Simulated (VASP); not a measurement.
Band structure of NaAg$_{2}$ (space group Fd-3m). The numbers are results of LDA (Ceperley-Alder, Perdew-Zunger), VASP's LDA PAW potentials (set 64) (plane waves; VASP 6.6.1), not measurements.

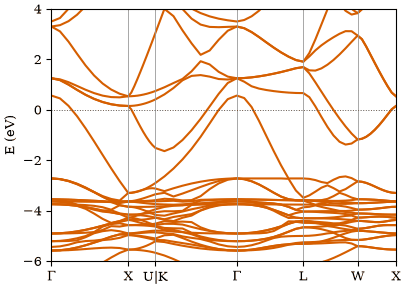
Bands along high-symmetry lines, zero at the valence-band maximum or, without a gap, the Fermi level

**Question.** Read the plot: is there a gap, and where are the band edges?

**Answer.** It has no gap at this level: it comes out as a metal or semimetal.

The structure comes from a computed database's NaAg2 entry; how it stands against other phases isn't given here. The cell was not relaxed at this level.
